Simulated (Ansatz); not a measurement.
# C$_{2}$H$_{6}$AlN: what the fields show

```yaml
atoms:
  - { symbol: C, position_ang: [-1.5271, 0.6477, -0.5479] }
  - { symbol: Al, position_ang: [-0.1316, -0.6999, -0.6439] }
  - { symbol: C, position_ang: [1.4375, -0.5399, 0.5612] }
  - { symbol: N, position_ang: [1.4114, 0.4614, 1.3542] }
  - { symbol: H, position_ang: [-1.6489, 1.1600, -1.5082] }
  - { symbol: H, position_ang: [-1.2978, 1.3951, 0.2144] }
  - { symbol: H, position_ang: [-2.4976, 0.1988, -0.3124] }
  - { symbol: H, position_ang: [-0.1920, -1.9332, -1.6508] }
  - { symbol: H, position_ang: [2.2895, -1.2415, 0.5798] }
  - { symbol: H, position_ang: [2.2399, 0.5001, 1.9567] }
```

Geometry: PBE0-D4/def2-TZVP.

Computed with RKS PBE0-D4/def2-TZVPP (Ansatz 0.2.0).

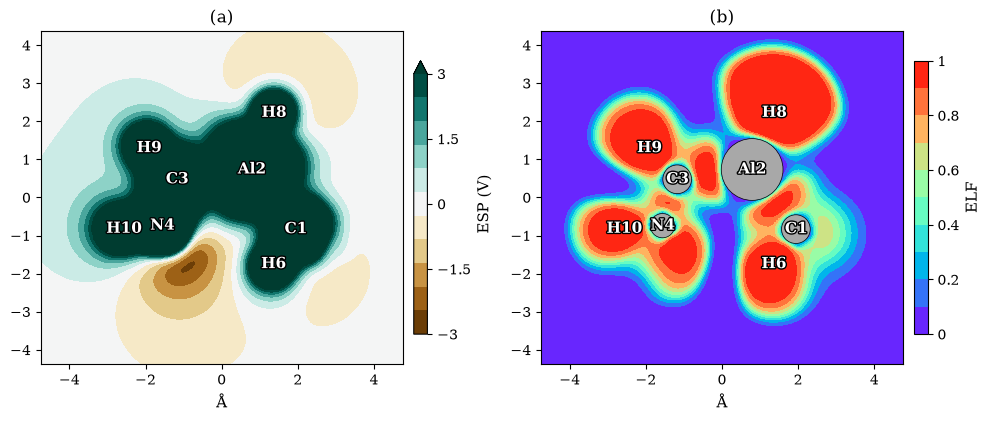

Figure 1. (a) electrostatic potential; (b) ELF on the plane of atoms Al2, C1 and H6. Grey discs cover the atomic cores in the ELF map.

> Interpret the plot.

- The plane passes through C, Al, N and H nuclei.
- C–N (1.28 Å): the ELF peaks at about 0.90 between the atoms (localised, covalent bonding).
- C–Al (1.94 Å): the ELF peaks at about 0.95 between the atoms: a polar covalent bond.
- N–H (1.03 Å): the ELF climbs to about 1 towards the hydrogen, as it does in any bond to H: a covalent bond by its length.
- C–Al (1.98 Å): the ELF peaks at about 1 between the atoms (a polar covalent bond).
- C–H (1.09 Å): the ELF climbs to about 1 towards the hydrogen: a covalent bond by its length.
- The ELF also peaks beside N4, away from the bonds: lone-pair regions.
- Outside the dense part of the molecule the potential is most negative (−2.5 V) near N4.

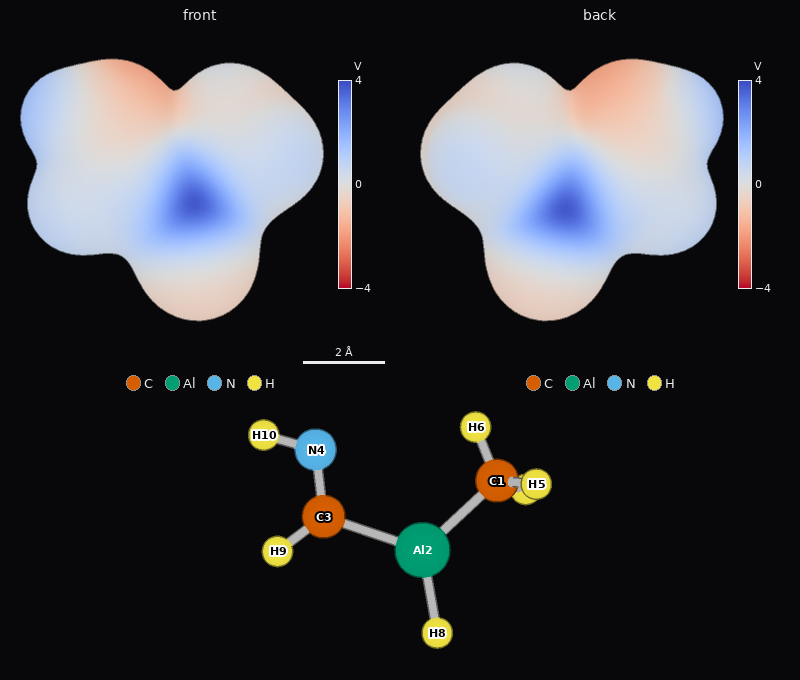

Figure 2. The molecular electrostatic potential painted on the density surface at 0.002 e/bohr³, seen from the front and from behind; red is negative and blue positive. The bare structure is drawn below in the same view.

> Describe the electrostatic potential map.

The most negative region (about −1.7 V) lies over N4, the most positive (about +3.6 V) over Al2. N4 is the likeliest acceptor of a hydrogen bond.

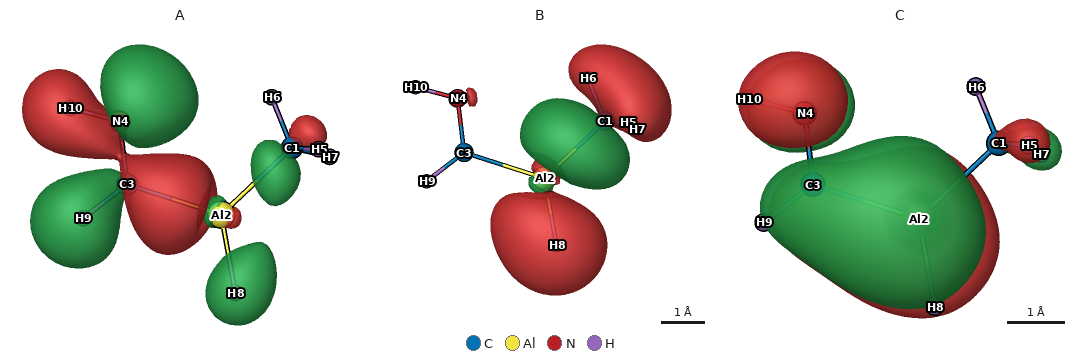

Figure 3. Three frontier orbitals at ±0.08 Å⁻³ᐟ² (green and red are the two phases), in no order.

> Which picture is the HOMO−1, the HOMO and the LUMO?

B is the HOMO−1 (−8.02 eV). It lies mainly on C1 (about 40 %), Al2 (about 25 %) and H8 (about 25 %). A is the HOMO (−6.83 eV). By Hirshfeld shares it lies mainly on N4 (about 40 %), C3 (about 25 %), Al2 (about 10 %), H9 (about 10 %) and H10 (about 5 %). C is the LUMO (−1.72 eV). Its weight (Hirshfeld) is mainly on Al2 (about 50 %), N4 (about 20 %) and C3 (about 20 %).

> What is the HOMO–LUMO gap?

5.11 eV between the orbital energies.
